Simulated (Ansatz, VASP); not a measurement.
# CdTe in two plane-wave programs, part 2 of 2

Wanted: the spread between two codes on one cell, functional and k mesh. The cell is taken from a series of VASP runs on this material, whose earlier steps may have relaxed, scaled or displaced it; both programs get it as it stands. Valence electrons are named where the data sets of a main pair hold unlike numbers.

VASP 6.6.1 and Ansatz 0.2.0.

So far. Step 2 (VASP: band structure, HSE06): The k-mesh is coarse for exact exchange; levels may shift by about 0.1 eV on a finer one. The PAW data sets were made with PBE, which is usual practice but a small mismatch for other functionals.

## (4) Comparison

Known differences besides the potentials themselves: exact exchange at q = 0 is treated differently, which shows on coarse meshes; VASP keeps PBE cores, Ansatz makes them for the functional; the data sets hold 36 valence electrons in Ansatz (on its default PAW (the set named soft_2) files) and 18 in VASP; the cutoff is 420 eV in Ansatz and 350 eV in VASP; VASP takes a coarser grid for exact exchange (PRECFOCK = Fast). Total energies have different zeros and are not compared.

Both answers:

```csv
quantity,Ansatz,VASP,difference
gap over the path points (eV),1.671,1.579,+0.093
```

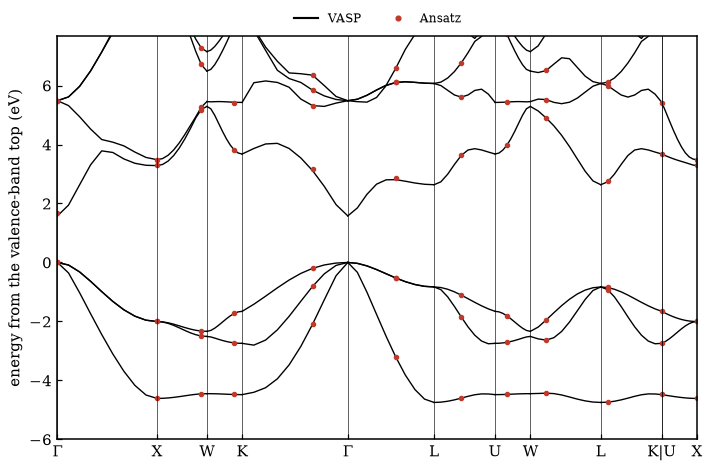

Bands from VASP (lines) and levels from Ansatz (dots). Dots without a line are higher empty bands that the VASP plot leaves out.

Levels at points of the path, from each program's valence-band top (eV; 4 filled, then empty):

```csv
k (reciprocal lattice),Ansatz,VASP
0.000 0.000 0.000,-9.38 0.00 0.00 0.00 1.67 5.49 5.49,-9.33 0.00 0.00 0.00 1.58 5.49 5.49
0.500 0.000 0.500,-8.73 -4.61 -2.00 -2.00 3.30 3.48 9.96,-8.69 -4.61 -2.00 -2.00 3.29 3.48 10.01
0.500 0.222 0.722,-8.65 -4.45 -2.49 -2.32 5.18 5.26 6.74,-8.62 -4.46 -2.50 -2.33 5.19 5.27 6.71
0.403 0.347 0.750,-8.69 -4.47 -2.72 -1.73 3.82 5.42 8.05,-8.65 -4.48 -2.73 -1.73 3.81 5.43 8.04
0.125 0.125 0.250,-9.38 -2.08 -0.81 -0.20 3.17 5.32 5.84,-9.32 -2.10 -0.81 -0.20 3.12 5.32 5.84
0.278 0.278 0.278,-9.34 -3.19 -0.53 -0.53 2.85 6.11 6.11,-9.29 -3.21 -0.53 -0.53 2.81 6.11 6.11
0.556 0.389 0.556,-8.85 -4.59 -1.84 -1.10 3.65 5.60 6.77,-8.81 -4.60 -1.85 -1.11 3.63 5.61 6.77
0.583 0.250 0.667,-8.68 -4.47 -2.70 -1.81 3.98 5.43 7.76,-8.65 -4.47 -2.71 -1.81 3.98 5.44 7.75
0.500 0.306 0.694,-8.69 -4.43 -2.63 -1.95 4.90 5.52 6.52,-8.65 -4.43 -2.63 -1.96 4.91 5.53 6.51
0.486 0.486 0.528,-8.92 -4.73 -0.92 -0.85 2.77 6.00 6.12,-8.88 -4.74 -0.92 -0.85 2.73 6.00 6.12
```

Among the levels compared at these points, filled levels agree within 57 meV and empty ones within 93 meV.

## (5) Ansatz: band structure, r2SCAN-EpsX with an exact-exchange share of 0.069

Levels along a path test the potential and the projectors away from the mesh points.

The cell is taken from a series of VASP runs on this material, whose earlier steps may have relaxed, scaled or displaced it; both programs get it as it stands.

input.yaml reads:

```yaml
crystal:
  lattice:
    - [0.0, 3.24, 3.24]
    - [3.24, 0.0, 3.24]
    - [3.24, 3.24, 0.0]
  atoms:
    - { symbol: Te, position: [0.75, 0.75, 0.75] }
    - { symbol: Cd, position: [0.0, 0.0, 0.0] }
hamiltonian:
  xc: { exchange: r2scan, correlation: r2scan, exx: { coeff: 0.069 } }
  pseudopotentials: { kind: paw }
kpoints:
  mp_grid: { grid: [4, 4, 4] }
  band_path:
    path:
      - [0.0, 0.0, 0.0]
      - [0.5, 0.0, 0.5]
      - [0.5, 0.22222, 0.72222]
      - [0.40278, 0.34722, 0.75]
      - [0.125, 0.125, 0.25]
      - [0.27778, 0.27778, 0.27778]
      - [0.55556, 0.38889, 0.55556]
      - [0.58333, 0.25, 0.66667]
      - [0.5, 0.30556, 0.69444]
      - [0.48611, 0.48611, 0.52778]
      - [0.625, 0.25, 0.625]
      - [0.5, 0.0, 0.5]
    npoints: 1
scf:
  occupations: { method: gaussian, width: 0.03 }
  n_extra_bands: 7
output:
  forces: true
  stress: true
  eigenvalues: true
```

The run is started by

```sh
$ ansatz run input.yaml --threads 4 --pin off --max-ram 9216MiB --backend cpu --events-out ev --progress --plain --runs-dir out
```

Numbers of over 12 decimals in the logs are rounded to 6 here.

The program printed:

```text
[...]
Crystal: 2 atoms, lattice volume = 68.024 Å³
Basis set: ecut = 500 eV, 1759 PW (Γ), exchange–correlation on 144×144×144 points (64 copies of the dense FFT grid, shifted against one another)
Bands: 25, of which v1, the nominal top of the filled ones, is band 18 counted from 1 (17 counted from 0)
Symmetry: 24 space group operations
[...]
k-points: 8 of 64 (time reversal used)
[...]
--- Band table (eV; the first three rows and the last of 8) ---
  k-point 0: bands = [... 14 lower, -1.6777, 7.0338, 7.0338, 7.0338, 8.6627, 12.4592, 12.4592, 12.4592, ... 3 higher]
  k-point 1: bands = [... 14 lower, -1.6780, 4.2679, 6.5912, 6.5912, 9.8263, 13.0222, 13.0222, 13.2027, ... 3 higher]
  k-point 2: bands = [... 14 lower, -1.2690, 2.4351, 6.2269, 6.2269, 9.6335, 13.0175, 13.0175, 14.8078, ... 3 higher]
  k-point 7: bands = [... 14 lower, -1.0194, 2.7308, 4.5898, 4.7468, 12.1315, 12.3312, 13.5234, 14.1175, ... 3 higher]
[key lines of the parts left out:]
Free energy (F): -15264.033082 eV
Fermi energy:    7.848530 eV
P = ⅓ Tr σ = 1.6199 GPa (16.199 kbar)
```

It took 35 s on 4 threads of Arm Neoverse V1, shared host; peak memory 1.2 GiB.

## (6) VASP: band structure, r2SCAN-EpsX with an exact-exchange share of 0.069

The same cell, functional, mesh and smearing now go to VASP, with its own data sets.

The run reads the wave functions of an earlier VASP run, which isn't shown here.

INCAR reads:

```
SYSTEM = CdTe
PREC = Accurate
ENCUT = 350
EDIFF = 1E-06
NELM = 100
ISMEAR = 0
SIGMA = 0.03
LREAL = .FALSE.
ALGO = Normal
LHFCALC = .TRUE.
AEXX = 0.069
METAGGA = R2SCAN
LASPH = .TRUE.
NBANDS = 15
PRECFOCK = Fast
HFRCUT = -1
LORBIT = 11
LWAVE = .FALSE.
LCHARG = .FALSE.
KPAR = 4
```

POSCAR reads:

```
CdTe
1.0
    0.0000000000      3.2400000000      3.2400000000
    3.2400000000      0.0000000000      3.2400000000
    3.2400000000      3.2400000000      0.0000000000
Te Cd
1 1
Direct
    0.7500000000      0.7500000000      0.7500000000
    0.0000000000      0.0000000000      0.0000000000
```

KPOINTS reads:

```
Automatic mesh
0
Gamma
4 4 4
0 0 0
```

KPOINTS_OPT reads:

```
Line mode
10
Line-mode
Reciprocal
  0.00000000   0.00000000   0.00000000 GAMMA
  0.50000000   0.00000000   0.50000000 X

  0.50000000   0.00000000   0.50000000 X
  0.50000000   0.25000000   0.75000000 W

  0.50000000   0.25000000   0.75000000 W
  0.37500000   0.37500000   0.75000000 K

  0.37500000   0.37500000   0.75000000 K
  0.00000000   0.00000000   0.00000000 GAMMA

  0.00000000   0.00000000   0.00000000 GAMMA
  0.50000000   0.50000000   0.50000000 L

  0.50000000   0.50000000   0.50000000 L
  0.62500000   0.25000000   0.62500000 U

  0.62500000   0.25000000   0.62500000 U
  0.50000000   0.25000000   0.75000000 W

  0.50000000   0.25000000   0.75000000 W
  0.50000000   0.50000000   0.50000000 L

  0.50000000   0.50000000   0.50000000 L
  0.37500000   0.37500000   0.75000000 K

  0.62500000   0.25000000   0.62500000 U
  0.50000000   0.00000000   0.50000000 X
```

PAW data sets: Te and Cd (PBE family, release 64).

The run is started by

```sh
$ mpirun -np 4 vasp_std
```

The program printed:

```text
[banner, memory and clock lines left out]
running    4 mpi-ranks, on    1 nodes
[...]
|                                                                             |
|               ----> ADVICE to this user running VASP <----                  |
|                                                                             |
|     You enforced a specific xc type in the INCAR file but a different       |
|     [... a line on the potential file left out ...]
|     I HOPE YOU KNOW WHAT YOU ARE DOING!                                     |
|                                                                             |

 LDA part: xc-table for (None), standard interpolation
 found WAVECAR, reading the header
 POSCAR, INCAR and KPOINTS ok, starting setup
[...]
HFRCUT set to (new)   10.129441
 reading WAVECAR
 the WAVECAR file was read successfully
 initial charge from wavefunction
 entering main loop
       N       E                     dE             d eps       ncg     rms          rms(c)
[...]
DAV:   9    -0.442091583389E+02   -0.74380E-05   -0.34965E-06   282   0.164E-02    0.898E-02
DAV:  10    -0.442091611202E+02   -0.27813E-05   -0.14539E-06   211   0.107E-02    0.551E-02
DAV:  11    -0.442091620579E+02   -0.93778E-06   -0.78999E-07   204   0.818E-03
   1 F= -.44209162E+02 E0= -.44209162E+02  d E =-.594435E-19
 Start KPOINTS_OPT (optional k-point list driver)
k-point batch [1-8\100]
       N       E                     dE             ncg
DAV:   1     0.913752862060E+02   -0.15555E+04      248
DAV:   2    -0.640185929662E+03   -0.73156E+03      282
DAV:   3    -0.667470120459E+03   -0.27284E+02      261
DAV:   4    -0.667771349759E+03   -0.30123E+00      388
DAV:   5    -0.667772415293E+03   -0.10655E-02      317
DAV:   6    -0.667772430121E+03   -0.14828E-04      367
DAV:   7    -0.667772430209E+03   -0.87346E-07      246
[...]
k-point batch [97-100\100]
       N       E                     dE             ncg
DAV:   1     0.200111803973E+04   -0.19777E+04      120
DAV:   2     0.164722600545E+04   -0.35389E+03      148
DAV:   3     0.163550111033E+04   -0.11725E+02      162
DAV:   4     0.163538127951E+04   -0.11983E+00      194
DAV:   5     0.163538097316E+04   -0.30635E-03      169
DAV:   6     0.163538097101E+04   -0.21569E-05      200
DAV:   7     0.163538097097E+04   -0.30369E-07      144
```

From OUTCAR (step 6):

```text
 POSITION                                       TOTAL-FORCE (eV/Angst)
 -----------------------------------------------------------------------------------
      4.86000      4.86000      4.86000         0.000000      0.000000      0.000000
      0.00000      0.00000      0.00000        -0.000000      0.000000     -0.000000
 -----------------------------------------------------------------------------------
    total drift:                               -0.000002      0.000004     -0.000003

  FREE ENERGIE OF THE ION-ELECTRON SYSTEM (eV)
  ---------------------------------------------------
  free  energy   TOTEN  =       -44.2091620579 eV

  energy  without entropy=      -44.2091620579  energy(sigma->0) =      -44.20916206

[... 2 parts as in an earlier step ...]

[... 1 further part left out ...]
[key lines of the parts left out:]
E-fermi :   2.1000
```

The k-mesh is coarse for unscreened exact exchange, which converges slowly with it.

## (7) Differences

What differs besides the data sets and the points named for the pairs above, as far as they apply: the data sets hold 36 valence electrons in Ansatz (on its default PAW (the set named soft_2) files) and 18 in VASP; the cutoff is 500 eV in Ansatz and 350 eV in VASP. Total energies have different zeros and are not compared.

Compared:

```csv
quantity,Ansatz,VASP,difference
gap over the path points (eV),1.629,1.606,+0.023
```

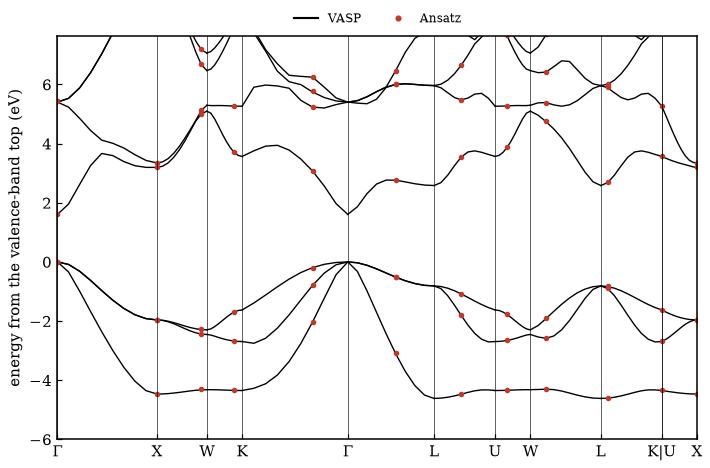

Bands from VASP (lines) and levels from Ansatz (dots). Dots without a line are higher empty bands that the VASP plot leaves out.

Levels at points of the path, from each program's valence-band top (eV; 4 filled, then empty):

```csv
k (reciprocal lattice),Ansatz,VASP
0.000 0.000 0.000,-8.71 0.00 0.00 0.00 1.63 5.42 5.42,-8.65 0.00 0.00 0.00 1.61 5.40 5.40
0.500 0.000 0.500,-8.14 -4.45 -1.95 -1.95 3.21 3.35 9.88,-8.09 -4.47 -1.96 -1.96 3.20 3.35 9.91
0.500 0.222 0.722,-8.06 -4.31 -2.43 -2.28 5.00 5.13 6.68,-8.00 -4.33 -2.44 -2.29 5.00 5.13 6.67
0.403 0.347 0.750,-8.09 -4.33 -2.67 -1.68 3.71 5.27 7.96,-8.04 -4.34 -2.68 -1.69 3.70 5.27 7.95
0.125 0.125 0.250,-8.71 -2.02 -0.79 -0.19 3.09 5.24 5.77,-8.64 -2.03 -0.80 -0.19 3.07 5.23 5.74
0.278 0.278 0.278,-8.70 -3.10 -0.51 -0.51 2.78 6.02 6.02,-8.65 -3.11 -0.52 -0.52 2.76 6.00 6.00
0.556 0.389 0.556,-8.24 -4.46 -1.80 -1.08 3.56 5.49 6.67,-8.18 -4.47 -1.81 -1.08 3.54 5.48 6.65
0.583 0.250 0.667,-8.08 -4.32 -2.65 -1.76 3.87 5.28 7.67,-8.03 -4.34 -2.66 -1.77 3.86 5.28 7.66
0.500 0.306 0.694,-8.09 -4.29 -2.57 -1.91 4.75 5.39 6.43,-8.04 -4.30 -2.58 -1.92 4.74 5.39 6.42
0.486 0.486 0.528,-8.30 -4.59 -0.90 -0.83 2.69 5.91 6.03,-8.24 -4.61 -0.90 -0.83 2.68 5.89 6.01
```

Among the levels compared at these points, filled levels agree within 64 meV and empty ones within 35 meV.

## (8) Summary of results

| Property | Result |
| --- | --- |
| largest difference of a filled level at the path points (band structure, HSE06) | 57 meV |
| difference in gap over the path points (band structure, HSE06) | 0.093 eV |
| largest difference of a filled level at the path points (band structure, r2SCAN-EpsX with an exact-exchange share of 0.069) | 64 meV |

In words: The difference in gap over the path points is 0.093 eV (band structure, HSE06), beyond the 0.08 eV picked in this series as the mark of a large difference. The data sets hold unlike numbers of valence electrons (36 in Ansatz and 18 in VASP), so part of the differences comes from the potentials. How closely two codes agree says nothing of how well the functional describes the real material.

[Lines on the potential files, build, host, timing and source positions are cut from VASP's logs without a mark.]

[Logs are printed without paths, hosts, clocks, repeated set-up lines and the standing remarks that a program may print on its own settings, such as how far it seeks lower states.]

[Hosts, paths, dates, database ids (printed as entryN), source tags and the programs' standing remarks are cut or masked in the printed files.]
